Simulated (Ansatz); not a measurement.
**Geometry relaxation of BSiNH₆O₂ (part 3 of 3)**

Continued. System: BSiNH₆O₂, SMILES B[Si](N)(O)O. Method: RKS PBE-D4/def2-SVP (Ansatz 0.2.0). The run did not end well. It belongs to a series of runs on one base structure; here: end point B relaxed.

Geometry of the input (Å):
```
B  -0.8363  1.3868  0.0085
Si 0.0346  -0.2793  -0.0324
N  0.4696  -0.7218  1.6237
O  1.5243  -0.1430  -1.0054
O  -0.9990  -1.4904  -0.6918
H  -0.3353  2.4075  0.4091
H  -1.9670  1.5122  -0.3973
H  -0.0430  -0.0018  2.2869
H  -0.0016  -1.6214  1.8832
H  1.1193  0.0599  -1.8864
H  -1.1961  -1.1911  -1.5813
```

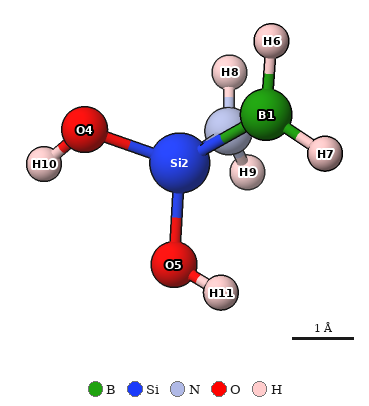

*The geometry at step 29 of the log (ball-and-stick view, seen at a tilt; atoms are numbered from 1 in the order of the input).*

## Trajectory as extended XYZ, continued
```
11
Properties=species:S:1:pos:R:3:forces:R:3 step=18 energy=-14219.00890
B    -1.0227    1.5559   -0.0300    0.0957  -0.0667  -0.0423
Si   -0.0117   -0.1706   -0.1454    0.0632   0.0740   0.0057
N     0.0399   -0.7149    1.5066    0.0244   0.0880   0.0114
O     1.4994    0.0833   -0.8594   -0.0863  -0.0202   0.0262
O    -0.6800   -1.4074   -1.0799   -0.0749   0.0105  -0.0180
H    -0.5662    2.4859    0.6140   -0.0501  -0.0488   0.0160
H    -2.0994    1.7377   -0.5691   -0.0314   0.0351   0.0066
H     0.4345   -0.0962    2.2211   -0.0035  -0.0300  -0.0306
H     0.2034   -1.6971    1.7439   -0.0155  -0.0250  -0.0187
H     1.6246   -0.4522   -1.6640    0.0107  -0.0093   0.0169
H    -1.6525   -1.4069   -1.1210    0.0677  -0.0074   0.0267
11
Properties=species:S:1:pos:R:3:forces:R:3 step=19 energy=-14219.00573 accepted=F
B    -1.0127    1.5635   -0.0561   -0.1206  -0.1351   0.3195
Si   -0.0038   -0.1634   -0.1585    0.0948   0.0747  -0.1187
N     0.0401   -0.6976    1.4968    0.0252   0.1080   0.0230
O     1.5098    0.0760   -0.8699   -0.0678  -0.0223   0.0237
O    -0.6774   -1.4065   -1.0814   -0.1211   0.0091  -0.0121
H    -0.5957    2.4600    0.6605    0.0297  -0.0060  -0.1154
H    -2.1134    1.7431   -0.5504    0.0693   0.0354  -0.0938
H     0.4483   -0.0838    2.2083   -0.0186  -0.0401  -0.0345
H     0.1833   -1.6829    1.7362   -0.0255  -0.0024  -0.0207
H     1.6421   -0.4860   -1.6550    0.0192  -0.0111   0.0103
H    -1.6512   -1.4049   -1.1137    0.1155  -0.0103   0.0188
11
Properties=species:S:1:pos:R:3:forces:R:3 step=20 energy=-14219.01243
B    -1.0236    1.5532   -0.0347    0.0193  -0.0147   0.0088
Si   -0.0079   -0.1648   -0.1519    0.0468   0.0387  -0.0388
N     0.0425   -0.7054    1.5007    0.0182   0.0392   0.0210
O     1.5015    0.0865   -0.8667   -0.0587  -0.0375  -0.0111
O    -0.6799   -1.4043   -1.0807    0.0105   0.0055  -0.0043
H    -0.5823    2.4716    0.6344   -0.0171  -0.0228   0.0069
H    -2.1016    1.7452   -0.5702    0.0002   0.0066  -0.0032
H     0.4487   -0.0941    2.2145   -0.0035  -0.0222  -0.0183
H     0.1871   -1.6917    1.7363   -0.0155   0.0040  -0.0143
H     1.6361   -0.4711   -1.6554    0.0095   0.0130   0.0384
H    -1.6512   -1.4074   -1.1093   -0.0097  -0.0096   0.0148
11
Properties=species:S:1:pos:R:3:forces:R:3 step=21 energy=-14219.01321
B    -1.0224    1.5592   -0.0204   -0.0842   0.0710  -0.0467
Si    0.0003   -0.1361   -0.1979    0.0378  -0.0074   0.0643
N     0.0300   -0.6637    1.4596    0.0692  -0.1126   0.1653
O     1.5012    0.1106   -0.9157    0.0454  -0.0980  -0.1458
O    -0.6717   -1.4098   -1.0756   -0.0326   0.0156  -0.0909
H    -0.6080    2.4411    0.7118    0.0087  -0.0169  -0.0208
H    -2.1015    1.7593   -0.5523   -0.0001   0.0089   0.0326
H     0.4631   -0.0881    2.1867   -0.0168   0.0403  -0.0434
H     0.1235   -1.6594    1.6862   -0.0390   0.0248  -0.0094
H     1.6974   -0.5403   -1.6175   -0.0048   0.0827   0.0961
H    -1.6424   -1.4552   -1.0480    0.0164  -0.0086  -0.0014
11
Properties=species:S:1:pos:R:3:forces:R:3 step=22 energy=-14219.01652
B    -1.0250    1.5623   -0.0240   -0.0054   0.0000  -0.0072
Si    0.0039   -0.1399   -0.1879   -0.0049   0.0295  -0.0399
N     0.0323   -0.6778    1.4678    0.0250  -0.0127   0.0536
O     1.5081    0.1052   -0.9060   -0.0025  -0.0845  -0.0950
O    -0.6661   -1.3900   -1.1032   -0.2229  -0.0223  -0.0031
H    -0.5857    2.4611    0.6719   -0.0101  -0.0027  -0.0044
H    -2.1218    1.7510   -0.5248    0.0319  -0.0087   0.0201
H     0.4496   -0.0892    2.1938   -0.0095   0.0010  -0.0251
H     0.1228   -1.6708    1.7020   -0.0110   0.0007   0.0002
H     1.6896   -0.5310   -1.6253   -0.0127   0.0818   0.1081
H    -1.6383   -1.4633   -1.0475    0.2221   0.0178  -0.0072
11
Properties=species:S:1:pos:R:3:forces:R:3 step=23 energy=-14219.01802
B    -1.0239    1.5593   -0.0118   -0.0364   0.0314  -0.0134
Si    0.0054   -0.1305   -0.2189    0.1165  -0.0327   0.0830
N     0.0282   -0.6604    1.4464    0.0034  -0.0035  -0.0210
O     1.5138    0.1052   -0.9289   -0.0347  -0.0258  -0.0498
O    -0.6722   -1.3781   -1.1291   -0.1860  -0.0434   0.0006
H    -0.5748    2.4541    0.6825   -0.0081   0.0007  -0.0045
H    -2.1431    1.7308   -0.4656    0.0225   0.0015   0.0196
H     0.4336   -0.0667    2.1752   -0.0023   0.0027  -0.0527
H     0.0989   -1.6508    1.6985   -0.0278   0.0075  -0.0110
H     1.7418   -0.5679   -1.5975   -0.0306   0.0400   0.0649
H    -1.6383   -1.4773   -1.0339    0.1834   0.0216  -0.0157
11
Properties=species:S:1:pos:R:3:forces:R:3 step=24 energy=-14219.01978
B    -1.0250    1.5596   -0.0087   -0.0224   0.0079  -0.0001
Si    0.0093   -0.1262   -0.2297    0.0607  -0.0041   0.0471
N     0.0277   -0.6521    1.4369    0.0000  -0.0547  -0.0105
O     1.5138    0.1114   -0.9424    0.0144  -0.0632  -0.0908
O    -0.6702   -1.3760   -1.1361   -0.0603  -0.0248   0.0068
H    -0.5774    2.4520    0.6891    0.0074   0.0062  -0.0068
H    -2.1522    1.7263   -0.4433    0.0157  -0.0093   0.0118
H     0.4484   -0.0638    2.1610   -0.0043  -0.0007  -0.0307
H     0.0644   -1.6435    1.6963   -0.0169   0.0543  -0.0169
H     1.7613   -0.5844   -1.5820   -0.0463   0.0820   0.1022
H    -1.6306   -1.4857   -1.0243    0.0520   0.0064  -0.0120
11
Properties=species:S:1:pos:R:3:forces:R:3 step=25 energy=-14219.02121
B    -1.0253    1.5576    0.0007   -0.0319   0.0047  -0.0180
Si    0.0140   -0.1193   -0.2481   -0.0137   0.0062  -0.0005
N     0.0247   -0.6406    1.4200   -0.0014  -0.1368   0.0276
O     1.5139    0.1237   -0.9620    0.1066  -0.1925  -0.1945
O    -0.6676   -1.3720   -1.1500    0.0276  -0.0004   0.0155
H    -0.5666    2.4579    0.6814    0.0070  -0.0009  -0.0043
H    -2.1729    1.7041   -0.3883    0.0339  -0.0162   0.0229
H     0.4634   -0.0571    2.1369   -0.0026  -0.0176   0.0011
H     0.0130   -1.6310    1.6928   -0.0020   0.1474  -0.0323
H     1.7950   -0.6096   -1.5490   -0.0898   0.2095   0.1909
H    -1.6220   -1.4961   -1.0176   -0.0336  -0.0032  -0.0083
11
Properties=species:S:1:pos:R:3:forces:R:3 step=26 energy=-14219.02196
B    -1.0221    1.5607   -0.0055   -0.0969  -0.0542   0.0883
Si    0.0162   -0.1153   -0.2561   -0.0028   0.0083  -0.0486
N     0.0221   -0.6338    1.4129    0.0113  -0.0958   0.0394
O     1.5169    0.1267   -0.9684    0.0958  -0.1924  -0.1715
O    -0.6650   -1.3724   -1.1523   -0.0152  -0.0012   0.0151
H    -0.5600    2.4622    0.6713    0.0167   0.0192  -0.0373
H    -2.1883    1.6828   -0.3478    0.0696   0.0053  -0.0113
H     0.4703   -0.0565    2.1287   -0.0025  -0.0144   0.0034
H    -0.0077   -1.6223    1.6883   -0.0106   0.1231  -0.0316
H     1.8084   -0.6222   -1.5294   -0.0741   0.1979   0.1670
H    -1.6215   -1.4923   -1.0249    0.0088   0.0042  -0.0130
11
Properties=species:S:1:pos:R:3:forces:R:3 step=27 energy=-14219.02858
B    -1.0310    1.5317    0.0162   -0.0223  -0.0359  -0.0358
Si    0.0228   -0.1190   -0.2797    0.0076   0.1675  -0.1063
N     0.0359   -0.5985    1.4042   -0.0141  -0.1302  -0.0533
O     1.5218    0.1327   -0.9951   -0.0438  -0.0736   0.0284
O    -0.6723   -1.3840   -1.1535   -0.0115  -0.0287   0.0664
H    -0.5457    2.4569    0.6421   -0.0123   0.0050   0.0008
H    -2.2169    1.6110   -0.2602    0.0213   0.0100   0.0393
H     0.5254   -0.0503    2.1136    0.0315   0.0383   0.0069
H    -0.0929   -1.5711    1.6961   -0.0198   0.0008   0.0361
H     1.8634   -0.6422   -1.4783   -0.0001   0.0180   0.0199
H    -1.6411   -1.4496   -1.0884    0.0636   0.0288  -0.0025
11
Properties=species:S:1:pos:R:3:forces:R:3 step=28 energy=-14219.02909
B    -1.0640    1.5179    0.0324    0.1619   0.0385  -0.0115
Si    0.0381   -0.0851   -0.3221    0.1029  -0.2916   0.0089
N     0.0617   -0.5741    1.3647   -0.0320   0.0448   0.0542
O     1.5595    0.0986   -1.0085   -0.1151   0.1484   0.0154
O    -0.6530   -1.3961   -1.1293   -0.2012   0.0403  -0.0570
H    -0.5660    2.4635    0.6195   -0.0155  -0.0329   0.0158
H    -2.2697    1.5603   -0.1403    0.0147  -0.0775   0.0036
H     0.5571   -0.0427    2.0831    0.0194   0.0008   0.0223
H    -0.1700   -1.5252    1.6714   -0.0163   0.1305  -0.0321
H     1.9035   -0.7118   -1.4271   -0.0401   0.0179   0.0239
H    -1.6278   -1.3878   -1.1269    0.1212  -0.0193  -0.0435
11
Properties=species:S:1:pos:R:3:forces:R:3 step=29 energy=-14219.02862 accepted=F
B    -1.0593    1.4867    0.0347   -0.0390  -0.1067   0.2498
Si    0.0463   -0.0968   -0.3558    0.0332  -0.0795  -0.1473
N     0.0736   -0.5179    1.3548   -0.3040  -0.7211   0.2490
O     1.5636    0.1016   -1.0451    0.0693  -0.2601  -0.0592
O    -0.6614   -1.4186   -1.1327   -0.8883   0.0898  -0.0383
H    -0.5559    2.4312    0.6236   -0.0408  -0.0173  -0.1052
H    -2.2871    1.4530   -0.0155    0.2306  -0.0056  -0.0439
H     0.6309   -0.0195    2.0553   -0.0722  -0.0743  -0.0622
H    -0.3017   -1.4326    1.7004    0.3340   0.8892  -0.2499
H     1.9658   -0.7314   -1.3785   -0.2035   0.3504   0.1572
H    -1.6454   -1.3381   -1.2244    0.8805  -0.0648   0.0499
11
Properties=species:S:1:pos:R:3:forces:R:3 step=30 energy=-14219.04653
B    -1.0456    1.4894    0.0432   -0.0527   0.1015   0.0580
Si    0.0357   -0.0989   -0.3353    0.1650  -0.1800  -0.1360
N     0.0528   -0.5404    1.3659   -0.0283  -0.1283   0.0707
O     1.5505    0.1101   -1.0254   -0.0372  -0.0291   0.0072
O    -0.6612   -1.4107   -1.1359   -0.2678   0.0291   0.0085
H    -0.5436    2.4349    0.6265   -0.0209  -0.0215  -0.0111
H    -2.2588    1.4986   -0.0885    0.0350  -0.0179   0.0241
H     0.5808   -0.0185    2.0692   -0.0011  -0.0106  -0.0225
H    -0.2278   -1.4721    1.6963    0.0036   0.1940  -0.0237
H     1.9233   -0.7039   -1.4146   -0.0416   0.0751   0.0434
H    -1.6365   -1.3709   -1.1844    0.2461  -0.0123  -0.0186
11
Properties=species:S:1:pos:R:3:forces:R:3 step=31 energy=-14219.05917
B    -1.0416    1.4681    0.0617   -0.1120   0.0087   0.0411
Si    0.0414   -0.1072   -0.3571    0.0646  -0.0352  -0.1841
N     0.0536   -0.5141    1.3553   -0.0653  -0.2329   0.1202
O     1.5557    0.1090   -1.0420    0.0080  -0.1188   0.0071
O    -0.6604   -1.4273   -1.1400   -0.2733   0.0495   0.0304
H    -0.5355    2.4201    0.6288   -0.0016  -0.0132  -0.0067
H    -2.2627    1.4496   -0.0180    0.1031  -0.0188   0.0351
H     0.6062   -0.0022    2.0476   -0.0187  -0.0281  -0.0307
H    -0.3029   -1.4118    1.7140    0.0678   0.2934  -0.0570
H     1.9471   -0.7114   -1.4013   -0.0492   0.1162   0.0533
H    -1.6314   -1.3552   -1.2322    0.2766  -0.0207  -0.0087
11
Properties=species:S:1:pos:R:3:forces:R:3 step=32 energy=-14219.07860
B    -1.0369    1.4376    0.0853   -0.1971  -0.1455   0.1643
Si    0.0486   -0.1129   -0.3957   -0.0539   0.0396  -0.2296
N     0.0494   -0.4712    1.3331   -0.2111  -0.4043   0.2366
O     1.5701    0.0989   -1.0598    0.0437  -0.1715   0.0067
O    -0.6571   -1.4494   -1.1471   -0.3094   0.0916   0.0203
H    -0.5197    2.3906    0.6393    0.0053   0.0121  -0.0396
H    -2.2650    1.3695    0.1033    0.2362   0.0050  -0.0114
H     0.6294    0.0306    2.0109   -0.0374  -0.0483  -0.0248
H    -0.4085   -1.3117    1.7336    0.2345   0.5272  -0.1853
H     1.9768   -0.7296   -1.3832   -0.0499   0.1386   0.0517
H    -1.6176   -1.3349   -1.3030    0.3392  -0.0445   0.0112
11
Properties=species:S:1:pos:R:3:forces:R:3 step=33 energy=-14219.09312
B    -1.0333    1.3676    0.1821   -0.1086  -0.0532  -0.1590
Si    0.0542   -0.1214   -0.4459   -0.2413   0.1568  -0.3484
N     0.0458   -0.4186    1.3026   -0.7965  -0.7468   0.7504
O     1.5874    0.0837   -1.0791    0.0917  -0.2505   0.0110
O    -0.6519   -1.4795   -1.1587   -0.6390   0.1846  -0.0940
H    -0.4967    2.3732    0.6277   -0.0489  -0.1885   0.0641
H    -2.2647    1.2774    0.2382    0.3893  -0.0690   0.1199
H     0.6563    0.0719    1.9635   -0.0532  -0.1044  -0.0062
H    -0.5432   -1.1723    1.7570    0.7789   1.0083  -0.5309
H     2.0108   -0.7517   -1.3660   -0.0839   0.1985   0.0560
H    -1.5953   -1.3128   -1.4044    0.7114  -0.1359   0.1370
11
Properties=species:S:1:pos:R:3:forces:R:3 step=34 energy=-14219.13792
B    -1.0190    1.3432    0.1676   -0.2414  -0.1807   0.8613
Si    0.0488   -0.1186   -0.4984   -0.0847  -0.0821  -0.3539
N     0.0038   -0.3365    1.2737   -0.7221  -0.5246   0.5569
O     1.6009    0.0599   -1.0919    0.0329  -0.1802   0.0355
O    -0.6486   -1.5026   -1.1678   -0.6509   0.2485  -0.1914
H    -0.4711    2.3039    0.7047   -0.1226  -0.1129  -0.2945
H    -2.2295    1.1689    0.3964    0.4836   0.1071  -0.2581
H     0.6542    0.1274    1.9175   -0.1034  -0.0991  -0.0471
H    -0.6299   -1.0284    1.7576    0.7587   0.8519  -0.5555
H     2.0261   -0.7818   -1.3520   -0.0707   0.1445   0.0371
H    -1.5662   -1.3179   -1.4906    0.7206  -0.1723   0.2097
11
Properties=species:S:1:pos:R:3:forces:R:3 step=35 energy=-14219.25197
B    -0.9858    1.2726    0.2719   -0.2813  -0.3033   0.9395
Si    0.0421   -0.1255   -0.5546   -0.0970   0.0717  -0.6117
N    -0.0422   -0.2507    1.2370   -0.7790  -0.1470   0.7045
O     1.6109    0.0368   -1.1071    0.0191  -0.2062   0.0642
O    -0.6417   -1.5328   -1.1868   -0.7033   0.2631  -0.2861
H    -0.4379    2.2591    0.7634   -0.1485  -0.1440  -0.3363
H    -2.1990    1.0844    0.5125    0.6079   0.1484  -0.2978
H     0.6348    0.1982    1.8662   -0.0896  -0.1804  -0.0559
H    -0.7164   -0.8738    1.7469    0.7318   0.5751  -0.4705
H     2.0382   -0.8081   -1.3517   -0.0606   0.1212   0.0226
H    -1.5335   -1.3428   -1.5808    0.8005  -0.1984   0.3276
11
Properties=species:S:1:pos:R:3:forces:R:3 step=36 energy=-14219.47151
B    -0.9423    1.1745    0.4335   -0.2503   0.0199   0.5823
Si    0.0257   -0.1108   -0.6402   -0.1748   0.2358  -0.4537
N    -0.1203   -0.1274    1.2097   -0.2708   0.0211   0.6519
O     1.6241    0.0116   -1.1191   -0.0233  -0.2074   0.1057
O    -0.6318   -1.5557   -1.2116   -0.6677   0.1818  -0.3787
H    -0.4080    2.2288    0.7944   -0.2497  -0.2177  -0.3103
H    -2.1681    1.0101    0.6066    0.5375   0.2023  -0.2676
H     0.6234    0.2460    1.8212   -0.1641  -0.3031  -0.1200
H    -0.7790   -0.7386    1.7324    0.5272   0.1874  -0.2420
H     2.0449   -0.8410   -1.3456   -0.0503   0.0801   0.0191
H    -1.4992   -1.3799   -1.6642    0.7863  -0.2002   0.4132
11
Properties=species:S:1:pos:R:3:forces:R:3 step=37 energy=-14219.53589
B    -0.9352    1.1482    0.5331   -0.2692   0.7634  -0.2086
Si   -0.0042   -0.0754   -0.6877   -0.1189   0.1593  -0.1228
N    -0.1458   -0.0835    1.2183    0.4225  -0.1886   0.6749
O     1.6171    0.0024   -1.1064   -0.0371  -0.0949   0.0993
O    -0.6215   -1.5598   -1.2103   -0.5119   0.1449  -0.3422
H    -0.4375    2.2597    0.7662   -0.1738  -0.3988  -0.1068
H    -2.1686    1.0393    0.5923    0.4036  -0.0029  -0.0128
H     0.6705    0.1872    1.8034   -0.4116  -0.1632  -0.2891
H    -0.7613   -0.7253    1.7365    0.1923  -0.0899  -0.0581
H     2.0224   -0.8589   -1.3247   -0.0573   0.0368   0.0206
H    -1.4663   -1.4164   -1.7038    0.5614  -0.1661   0.3455
11
Properties=species:S:1:pos:R:3:forces:R:3 step=38 energy=-14219.45064 accepted=F
B    -0.9373    1.2264    0.5181   -0.2384  -0.3715   0.5424
Si   -0.0783    0.0246   -0.7535    0.8370  -0.9506   0.4334
N    -0.1238   -0.0928    1.1488   -0.3975   0.5594   0.1525
O     1.5834    0.0028   -0.9904    0.1314   0.2484  -0.5026
O    -0.6127   -1.5364   -1.1617   -0.1731   0.3464  -0.2531
H    -0.4527    2.3103    0.7693    0.1226  -0.0180  -0.0331
H    -2.1362    1.0698    0.6390   -0.1243   0.0847  -0.1168
H     0.6995    0.1464    1.7122    0.0700  -0.0460  -0.1132
H    -0.6709   -0.8387    1.5994   -0.0651   0.2190  -0.0349
H     1.9303   -0.8895   -1.1796   -0.0703   0.0484   0.0046
H    -1.4318   -1.5053   -1.6847   -0.0923  -0.1202  -0.0791
11
Properties=species:S:1:pos:R:3:forces:R:3 step=39 energy=-14219.54886
B    -0.9544    1.2052    0.5460    0.1758  -0.3289  -0.3714
Si   -0.0287   -0.0340   -0.6757   -0.3923   0.1032  -0.2802
N    -0.1441   -0.0835    1.1858   -0.1659  -0.0103   0.4891
O     1.6066    0.0177   -1.0150    0.1860  -0.1655  -0.1897
O    -0.6143   -1.5333   -1.1929   -0.0240  -0.0513  -0.1027
H    -0.4246    2.2683    0.7469    0.0908   0.2271   0.1376
H    -2.1554    1.0801    0.6073   -0.1964   0.0150   0.0667
H     0.6896    0.1516    1.7296    0.1433   0.0435   0.1120
H    -0.7069   -0.7853    1.6788   -0.0396  -0.0249   0.0216
H     1.9375   -0.8646   -1.2754    0.0670   0.0928   0.0118
H    -1.4358   -1.5046   -1.7187    0.1554   0.0993   0.1053
11
Properties=species:S:1:pos:R:3:forces:R:3 step=40 energy=-14219.57369
B    -0.9479    1.1929    0.5247    0.1814  -0.1856   0.0271
Si   -0.0263   -0.0485   -0.6898   -0.0676   0.0094   0.2343
N    -0.1478   -0.0873    1.2310   -0.0239   0.1644  -0.1933
O     1.6056    0.0128   -1.0705   -0.0493  -0.0625  -0.0166
O    -0.6101   -1.5473   -1.2108    0.0485   0.0512  -0.0265
H    -0.4276    2.2692    0.7569   -0.0068  -0.0091  -0.0174
H    -2.1583    1.0802    0.5949   -0.0263   0.0009   0.0077
H     0.6798    0.1601    1.7889   -0.0709   0.0031  -0.0427
H    -0.7286   -0.7701    1.7303   -0.0067  -0.0207  -0.0110
H     1.9647   -0.8619   -1.3134    0.0143   0.0306   0.0044
H    -1.4341   -1.4826   -1.7253    0.0073   0.0184   0.0339
```

## Outcome

| quantity | value |
| --- | --- |
| outcome | not converged |
| wall time | 69 s (CPU time 2.2 min) |
| peak memory | 0.17 GiB |

The run did not converge: “geometry relaxation did not converge after 40 steps: max|allowed force component| = 2.34e-1 eV/Å (threshold 1.5e-2). Raise `relax.max_steps` over both its present limit and 40, loosen `relax.f_tol`, or start from a geometry closer to equilibrium …” Its last values are not results.
